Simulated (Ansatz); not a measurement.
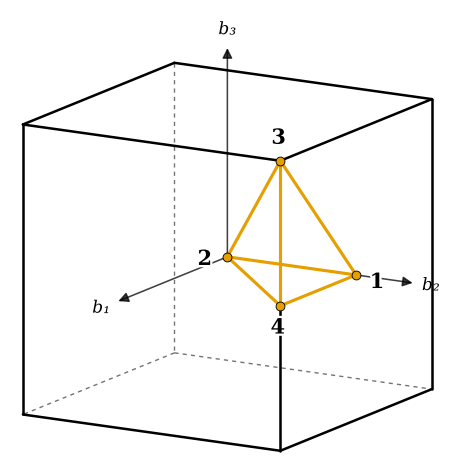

For CaSn₄, the end point of a relaxation with DFT PBE, scalar-relativistic, plane waves, PAW (Ansatz 0.2.0); the starting structure was generated, so it need not be a known form of this composition: the first Brillouin zone of a simple cubic lattice (cP; extended symbol cP2) is drawn with its special points numbered. The drawing is computed from the coordinates (standard cell, symmetry found to 0.002 Å).

a = 5.681 Å, b = 5.681 Å, c = 5.681 Å, α = 90.00°, β = 90.00°, γ = 90.00°.

Labels and path follow the convention of Hinuma et al. (2017), as computed by seekpath; the arrows show the directions of the reciprocal primitive vectors b₁, b₂, b₃, in which coordinates are given.

Which special point is each number?

```json
{"no.": "1", "label": "X", "coordinates": "(0, 1/2, 0)"}
{"no.": "2", "label": "Γ", "coordinates": "(0, 0, 0)"}
{"no.": "3", "label": "R", "coordinates": "(1/2, 1/2, 1/2)"}
{"no.": "4", "label": "M", "coordinates": "(1/2, 1/2, 0)"}
```
